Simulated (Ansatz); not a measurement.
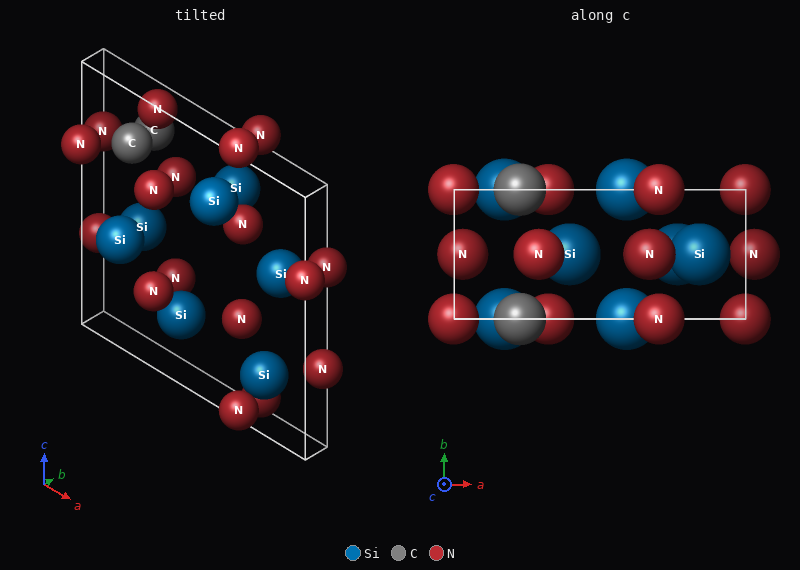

The figure gives a spheres-only picture of the atoms, viewed slightly off an axis and along the c axis. The conventional unit cell is outlined; an atom on or near a face, edge or corner is repeated at each equivalent position.

Si5CN8, space group Pm (No. 6), a = 7.395 Å, b = 2.851 Å, c = 7.424 Å, α = 90.00°, β = 119.68°, γ = 90.00°. Provenance: a structure type filled with these elements by a generator (whether the compound takes this form wasn't checked). Earlier steps of the study, as a rule a relaxation of our own, may have changed the cell and positions, so they can lie some per cent off the listed ones. A calculation with Ansatz used it as input.

This one geometry was computed with Ansatz (DFT, plane waves, PAW) at four levels of theory: PBE0, r2SCAN, PBE and HSE06. It was relaxed beforehand with r2SCAN.

Q: Which level gives the highest pressure at this volume, and what does that say about its equilibrium volume?

A: Highest: PBE (5.6 GPa), which points to the largest equilibrium volume. Lowest, with the smallest volume: PBE0 (-1.6 GPa) and HSE06 (-1.4 GPa). Levels within 0.5 GPa of each other can't be told apart.

Q: How does the band gap change with the level of theory?

A: PBE: a gap of 1.99 eV, indirect; r2SCAN: a gap of 2.33 eV, indirect; HSE06: a gap of 3.44 eV, indirect; PBE0: a gap of 4.20 eV, indirect.

Q: Collect the results in a table.

A:
| level | cutoff (eV) | k-mesh of the run's cell | gap (eV) | pressure (GPa) |
| --- | --- | --- | --- | --- |
| PBE0 | 420 | 2×6×2 | 4.20 | -1.6 |
| r2SCAN | 500 | 4×10×4 | 2.33 | 0.0 |
| PBE | 420 | 4×10×4 | 1.99 | 5.6 |
| HSE06 | 420 | 2×6×2 | 3.44 | -1.4 |

Gaps are taken on the k-mesh or band path of each run.
